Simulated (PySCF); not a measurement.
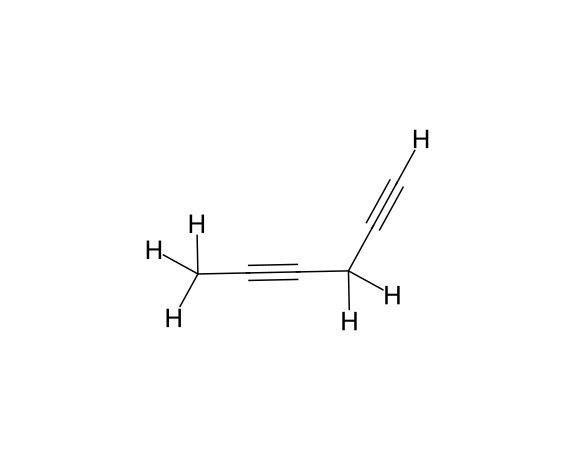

Write the SMILES.

Answer. C#CCC#CC

Give the formula, hydrogens included.

Answer. C6H6.

More results for the same structure follow; atom numbers are the same in all pictures, views and colours differ. The geometry was computed by an optimisation with GFN2-xTB. No frequency run is at hand to confirm it as a minimum.

### Shape

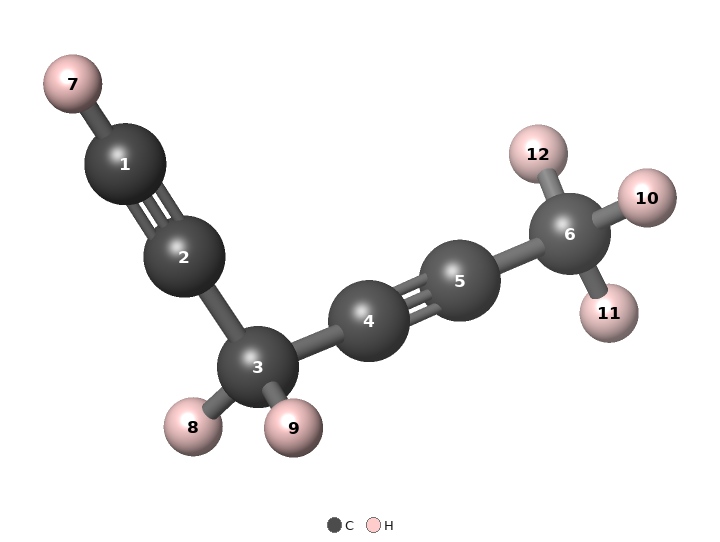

Numbered structure. No frequency run is at hand to confirm it as a minimum.

Describe the coordination of atom 5.

Answer. C5 has 2 neighbours (C4 at 1.20, C6 at 1.45 Å); the arrangement is linear.

Describe the coordination of atom 2.

Answer. C2 has 2 neighbours (C1 at 1.20, C3 at 1.45 Å); the arrangement is linear.

How are the neighbours of atom 1 arranged?

Answer. C1 has 2 neighbours (C2 at 1.20, H7 at 1.05 Å); the arrangement is linear.

Describe the coordination of atom 6.

Answer. C6 has 4 neighbours (C5 at 1.45, H10 at 1.09, H11 at 1.09, H12 at 1.09 Å); the arrangement is tetrahedral.

### Charges

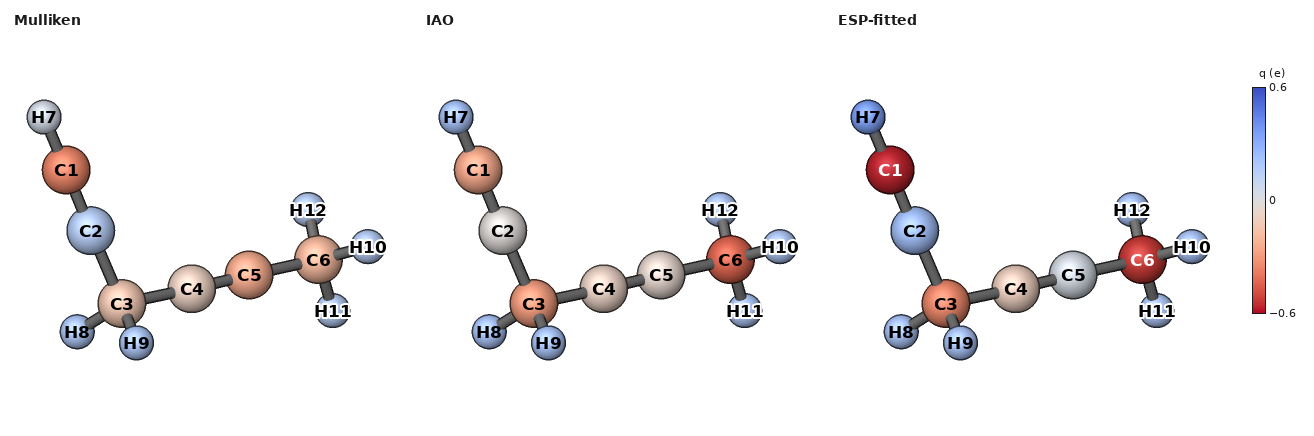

Atomic charges of one calculation by 3 schemes, on one colour scale. No frequency run is at hand to confirm it as a minimum. Method: PBE0/pcSseg-1 (PySCF 2.14.0).

Which scheme gives the most polar picture (largest mean size of the charges)?

Answer. The ESP-fitted charges are the largest in size here, and the Mulliken charges the smallest.

On which atom do the schemes disagree most?

Answer. On C6 (from −0.53 to −0.19 e).

List the charges (e), one line for each set of equivalent atoms.

```csv
atom,Mulliken,IAO,ESP-fitted
C1,−0.35,−0.25,−0.56
C2,0.15,−0.01,0.21
C3,−0.13,−0.28,−0.35
C4,−0.08,−0.07,−0.09
C5,−0.24,−0.04,0.04
C6,−0.19,−0.44,−0.53
H7,0.04,0.20,0.34
"H8, H9",0.18,0.19,0.19
H10,0.15,0.17,0.19
H11,0.15,0.17,0.18
H12,0.15,0.17,0.19
```

### NMR shielding

The questions are on isotropic NMR shieldings of the H atoms. No frequency run is at hand to confirm it as a minimum. Properties computed with GIAO PBE0/pcSseg-1 NMR shielding, non-relativistic, gas phase (PySCF 2.14.0).

Which H atom is the most shielded (lowest chemical shift)?

Answer. H7 (30.28 ppm).

Which H atom is the least shielded (highest chemical shift)?

Answer. H8, H9 (28.49 to 28.50 ppm).

How wide is the range of H shifts?

Answer. 1.79 ppm.

List the isotropic NMR shieldings of the H atoms.

```json
{"atom": "H7", "σ (ppm)": "30.28"}
{"atom": "H8", "σ (ppm)": "28.49"}
{"atom": "H9", "σ (ppm)": "28.50"}
{"atom": "H10", "σ (ppm)": "29.72"}
{"atom": "H11", "σ (ppm)": "29.76"}
{"atom": "H12", "σ (ppm)": "29.70"}
```

### Electronic properties

No frequency run is at hand to confirm it as a minimum. Properties computed with PBE0/pcSseg-1, gas phase (PySCF 2.14.0).

Estimate the LUMO energy (Kohn–Sham orbital).

Answer. 0.95 eV.

Estimate the dipole moment.

Answer. 0.81 D.

Give the HOMO energy (Kohn–Sham orbital) at this level.

Answer. −7.35 eV.

Mulliken values depend strongly on the basis set and can even reverse the polarity of a bond.
